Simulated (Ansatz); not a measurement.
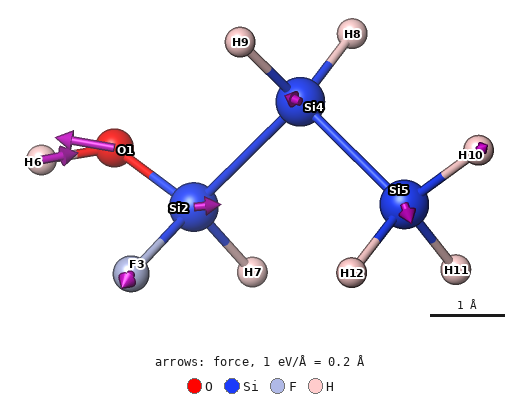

Starting geometry of Si$_{3}$H$_{7}$OF (coarse preliminary run) with the computed forces as purple arrows. A ball-and-stick model, seen at a tilt.

The start comes from a force field.

Computed with RKS PBE-D4/def2-SVP (Ansatz).

The input:
```yaml
crystal:
  periodic: [false, false, false]
  atoms:
    - {symbol: O, position_ang: [-2.881100, -0.386800, 0.087900]}
    - {symbol: Si, position_ang: [-1.380100, -0.189700, 0.642200]}
    - {symbol: F, position_ang: [-1.397200, 1.163700, 1.494700]}
    - {symbol: Si, position_ang: [0.221800, -0.056400, -1.077500]}
    - {symbol: Si, position_ang: [2.157700, 0.085700, 0.006300]}
    - {symbol: H, position_ang: [-3.518200, 0.406100, 0.319100]}
    - {symbol: H, position_ang: [-1.058600, -1.330800, 1.540700]}
    - {symbol: H, position_ang: [0.151400, -1.270800, -1.941400]}
    - {symbol: H, position_ang: [-0.083500, 1.137300, -1.908300]}
    - {symbol: H, position_ang: [3.280200, 0.135800, -0.928200]}
    - {symbol: H, position_ang: [2.348400, -1.083800, 0.930800]}
    - {symbol: H, position_ang: [2.236100, 1.334300, 0.867700]}
basis:
  gaussian: {orbitals: def2-SVP}
hamiltonian: {xc: pbe, dispersion: d4}
relax: {f_tol: 0.03, max_steps: 200}
```

Launched with:
```bash
ansatz run in.yaml --threads 4 --pin off --events-out ev --progress --plain --max-ram 10444MiB
```

**Is this structure relaxed? If not, where do the atoms go?**

It isn't relaxed: the largest force vector, on O1, is 4.16 eV/Å. The final displacements have little in common with the starting forces (cosine between the two patterns 0.15). The energy falls by 10.7 kcal/mol in 19 accepted moves (22 points after the start). Largest force component: 3.7 eV/Å at the start, 0.0081 eV/Å at the end. The line search rejected the trial steps at points 4, 9, 12 of the run. The forces were under the threshold at step 10, but the run went on from there. The largest moves after the best rigid fit, 0.80 Å, are those of F3 and H6. By element the largest moves are F 0.80 Å, H 0.80 Å, O 0.46 Å, Si 0.23 Å. Some distances before and after: Si4–Si5 2.223 → 2.351 Å, O1–H6 1.043 → 0.973 Å, O1–Si2 1.612 → 1.671 Å, Si2–F3 1.600 → 1.648 Å. Among the angles between lasting bonds that change: F3–Si2–Si4 110.4° → 104.2°, Si4–Si2–H7 109.7° → 115.0°, O1–Si2–F3 106.1° → 110.4°. Groups turn about O1–Si2 by about 70°, Si2–Si4 by about 30°. The run took 31 s on 4 threads of Arm Neoverse V1 (shared host).
